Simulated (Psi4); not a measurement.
**B3LYP/6-31G(d) (spherical functions) run of GaH3 (SMILES [GaH3])**

What is the vertical electron affinity of GaH3 at B3LYP/6-31G* (spherical functions)? 

Program for the calculation: Psi4 1.11.

2 further runs of the same task are left out: 2 set aside as unsound or not needed.

## Step 1: Starting point

GaH3 has 4 atoms, charge 0, and is taken as a singlet. As SMILES, `[GaH3]`. Geometry: relaxed at PBE0-D4/def2-TZVP.

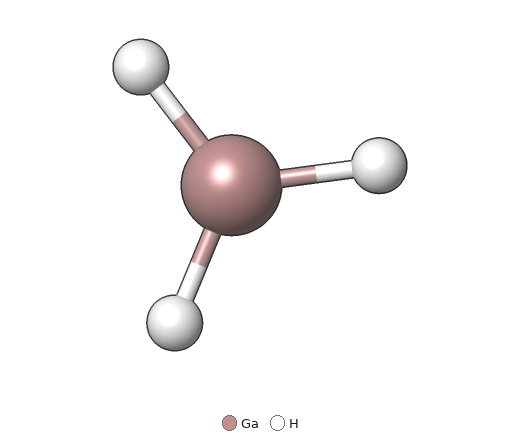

The structure, seen from a chosen angle (gallium pink, hydrogen white).

## Step 2: Energy and gradient at B3LYP/6-31G(d) (spherical functions)

The input, input.json:

```json
{
  "schema_name": "qcschema_input",
  "schema_version": 1,
  "molecule": {
    "schema_name": "qcschema_molecule",
    "schema_version": 2,
    "symbols": ["Ga", "H", "H", "H"],
    "geometry": [0.02532233, -0.02815692, -0.00869274, 2.366693, 0.64968784, 1.67750988, -1.04331779, -2.79263727, -0.01833034, -1.24419568, 2.05734483, -1.68884824],
    "molecular_charge": 0,
    "molecular_multiplicity": 1,
    "fix_symmetry": "c1"
  },
  "driver": "gradient",
  "model": {
    "method": "b3lyp",
    "basis": "6-31G*"
  },
  "keywords": {
    "puream": true,
    "e_convergence": 1e-09,
    "d_convergence": 1e-08,
    "scf_type": "pk",
    "dft_radial_points": 99,
    "dft_spherical_points": 590
  }
}
```

Launch:

```
$ psi4 --qcschema input.json -n 1 --memory 2200MB
```

stdout:

```text
[...]
  Running in c1 symmetry.
[...]
  Nuclear repulsion =   31.962558418829840
[...]
  Multiplicity = 1
[...]
  Nalpha       = 17
  Nbeta        = 17
[...]
    Number of basis functions: 38
[...]
   @RKS iter   1: -1924.51499053915677   -1.65127e+00   7.66701e-02 ADIIS/DIIS
[...]
   @RKS iter  11: -1926.39212698632446    6.82121e-13   5.09423e-10 DIIS
[...]
    Orbital Energies [Eh]
    ---------------------
    Doubly Occupied:
       1A   -372.566737     2A    -45.961598     3A    -40.718831
       4A    -40.714707     5A    -40.714707     6A     -5.529499
       7A     -3.818259     8A     -3.806887     9A     -3.806887
      10A     -0.849906    11A     -0.844436    12A     -0.844435
      13A     -0.839468    14A     -0.839468    15A     -0.461682
      16A     -0.309272    17A     -0.309262
[...]
  @RKS Final Energy: -1926.39212698632446
   => Energetics <=
    Nuclear Repulsion Energy =             31.9625584188298397
    One-Electron Energy =               -2747.7655830860176138
    Two-Electron Energy =                 850.6650241527793241
    DFT Exchange-Correlation Energy =     -61.2541264719160381
    Empirical Dispersion Energy =           0.0000000000000000
    VV10 Nonlocal Energy =                  0.0000000000000000
    Total Energy =                      -1926.3921269863244561
[...]
 Multipole Moments:
 ------------------------------------------------------------------------------------
     Multipole            Electronic (a.u.)      Nuclear  (a.u.)        Total (a.u.)
 ------------------------------------------------------------------------------------
 L = 1.  Multiply by 2.5417464519 to convert [e a0] to [Debye]
 Dipole X            :         -0.0023746            0.0016826           -0.0006920
 Dipole Y            :          0.0008360           -0.0005938            0.0002422
 Dipole Z            :          0.0026082           -0.0018805            0.0007277
 Magnitude           :                                                    0.0010330
[...]
  -Total Gradient:
     Atom            X                  Y                   Z
    ------   -----------------  -----------------  -----------------
       1       -0.000067358938     0.000026647158     0.000055080736
       2       -0.002152643551    -0.000635036048    -0.001587942132
       3        0.001013333520     0.002562893839    -0.000014071654
       4        0.001206643616    -0.001954662661     0.001546990001
[...]
```

The result, in JSON:

```text
{
 "driver": "gradient",
 "model": {
  "method": "b3lyp",
  "basis": "6-31G*"
 },
 "success": true,
 "return_result": [-6.735893768470576e-05, 2.6647158003831228e-05, 5.5080736243857703e-05, -0.0021526435514462317, -0.0006350360480040437, -0.0015879421315232595, 0.0010133335200275054, 0.0025628938389517103, -1.4071653929936833e-05, 0.0012066436159956853, -0.0019546626614438123, 0.0015469900010337406],
 "properties": {
  "calcinfo_nbasis": 38,
  "calcinfo_nmo": 38,
  "calcinfo_nalpha": 17,
  "calcinfo_nbeta": 17,
  "calcinfo_natom": 4,
  "nuclear_repulsion_energy": 31.96255841882984,
  "return_energy": -1926.3921269863245,
  "return_gradient": [-6.735893768470576e-05, 2.6647158003831228e-05, 5.5080736243857703e-05, -0.0021526435514462317, -0.0006350360480040437, -0.0015879421315232595, 0.0010133335200275054, 0.0025628938389517103, -1.4071653929936833e-05, 0.0012066436159956853, -0.0019546626614438123, 0.0015469900010337406],
  "scf_one_electron_energy": -2747.7655830860176,
  "scf_two_electron_energy": 850.6650241527793,
  "scf_xc_energy": -61.25412647191604,
  "scf_dipole_moment": [-0.0006920388174528613, 0.00024219571464720313, 0.000727701738539227],
  "scf_total_energy": -1926.3921269863245,
  "scf_total_gradient": [-6.735893768470576e-05, 2.6647158003831228e-05, 5.5080736243857703e-05, -0.0021526435514462317, -0.0006350360480040437, -0.0015879421315232595, 0.0010133335200275054, 0.0025628938389517103, -1.4071653929936833e-05, 0.0012066436159956853, -0.0019546626614438123, 0.0015469900010337406],
  "scf_iterations": 11
 }
}
```

Run time: 14 s. Hardware: 1 thread of Intel Xeon Platinum 8175M at 2.50GHz (Skylake/Cascade Lake), shared host; peak memory 0.45 GiB.

## Step 3: The doublet anion

The input, gah3.xyz:

```xyz
4
GaH3
Ga     0.013400    -0.014900    -0.004600
H      1.252400     0.343800     0.887700
H     -0.552100    -1.477800    -0.009700
H     -0.658400     1.088700    -0.893700
```

The input, gah3_ase.py:

```python
import numpy as np
from ase.calculators.psi4 import Psi4
from ase.io import read

atoms = read('gah3.xyz')
calc = Psi4(atoms=atoms, method='b3lyp', basis='6-31G*', memory='2200MB', num_threads=1, charge=-1, multiplicity=2, label='calc', reference='uks')
calc.psi4.set_options({'puream': True, 'e_convergence': 1e-09, 'd_convergence': 1e-08, 'scf_type': 'pk', 'dft_radial_points': 99, 'dft_spherical_points': 590, 'maxiter': 100})
atoms.calc = calc

forces = atoms.get_forces()
print(f'energy: {atoms.get_potential_energy():.6f} eV')
print('forces / eV A^-1')
print(np.round(forces, 5))
```

Launch:

```
$ python gah3_ase.py
```

calc.dat:

```text
[...]
  Running in c1 symmetry.
[...]
  Nuclear repulsion =   31.962558411197463
[...]
  Multiplicity = 2
[...]
  Nalpha       = 18
  Nbeta        = 17
[...]
    Number of basis functions: 38
[...]
   @UKS iter   1: -1924.23814591867449   -1.37442e+00   7.78786e-02 DIIS/ADIIS
[...]
   @UKS iter  12: -1926.39409943693158   -2.27374e-13   1.04632e-09 DIIS
[...]
   @S^2 Observed:                7.520731537E-01
[...]
    Orbital Energies [Eh]
    ---------------------
    Alpha Occupied:
       1A   -372.318013     2A    -45.712813     3A    -40.469003
       4A    -40.466681     5A    -40.466680     6A     -5.280429
       7A     -3.564567     8A     -3.560346     9A     -3.560346
      10A     -0.597309    11A     -0.594913    12A     -0.594912
      13A     -0.593712    14A     -0.593712    15A     -0.238660
      16A     -0.091943    17A     -0.091934    18A      0.074054
    Alpha Virtual:
      19A      0.230842    20A      0.233957    21A      0.233959
      22A      0.265874    23A      0.317324    24A      0.376183
      25A      0.376197    26A      0.617900    27A      0.617902
[...]
  @UKS Final Energy: -1926.39409943693158
   => Energetics <=
    Nuclear Repulsion Energy =             31.9625584111974632
    One-Electron Energy =               -2756.0484424754104111
    Two-Electron Energy =                 859.0871737821121314
    DFT Exchange-Correlation Energy =     -61.3953891548307951
    Empirical Dispersion Energy =           0.0000000000000000
    VV10 Nonlocal Energy =                  0.0000000000000000
    Total Energy =                      -1926.3940994369318105
[...]
 Multipole Moments:
 ------------------------------------------------------------------------------------
     Multipole            Electronic (a.u.)      Nuclear  (a.u.)        Total (a.u.)
 ------------------------------------------------------------------------------------
 L = 1.  Multiply by 2.5417464519 to convert [e a0] to [Debye]
 Dipole X            :         -0.0013406            0.0016826            0.0003420
 Dipole Y            :          0.0004396           -0.0005938           -0.0001542
 Dipole Z            :          0.0013083           -0.0018805           -0.0005722
 Magnitude           :                                                    0.0006842
[...]
  -Total Gradient:
     Atom            X                  Y                   Z
    ------   -----------------  -----------------  -----------------
       1        0.000018472789    -0.000005963167    -0.000048257813
       2       -0.005639131259    -0.001626411091    -0.004046646292
       3        0.002565374788     0.006657634548     0.000032999969
       4        0.003055256399    -0.005025420331     0.004061960089
[...]
```

The script printed:

```text
energy: -52419.853475 eV
forces / eV A^-1
[[-9.5000e-04  3.1000e-04  2.4800e-03]
 [ 2.8998e-01  8.3630e-02  2.0809e-01]
 [-1.3192e-01 -3.4235e-01 -1.7000e-03]
 [-1.5711e-01  2.5842e-01 -2.0887e-01]]
```

It took 23 s on 1 thread of Intel Xeon Platinum 8175M at 2.50GHz (Skylake/Cascade Lake), shared host; peak memory 0.48 GiB.

## Step 4: Outcome

At B3LYP/6-31G* (spherical functions):

| quantity | value |
| --- | --- |
| singlet GaH3: total energy | -1926.39213 Eh |
| singlet GaH3: dipole moment | 0.00 D |
| singlet GaH3: HOMO energy | -8.42 eV |
| singlet GaH3: LUMO energy | -2.12 eV |
| singlet GaH3: HOMO–LUMO gap | 6.30 eV |
| singlet GaH3: largest force on an atom | 0.142 eV/Å |
| doublet anion: total energy | -1926.39410 Eh |
| doublet anion: HOMO energy (highest over α and β) | 2.02 eV |
| doublet anion: LUMO energy (lowest over α and β) | 3.97 eV |
| doublet anion: ⟨S²⟩ | 0.752 |
| doublet anion: largest force on an atom | 0.368 eV/Å |
| vertical electron affinity (to the doublet anion) | 0.054 eV |

At fixed nuclei the extra electron is bound by 0.05 eV (1.2 kcal/mol). The basis has no diffuse functions, so the error can be as large as this value. The HOMO (doublet anion) lies at positive energy, 2.02 eV; only total energies tell whether the electron is bound.
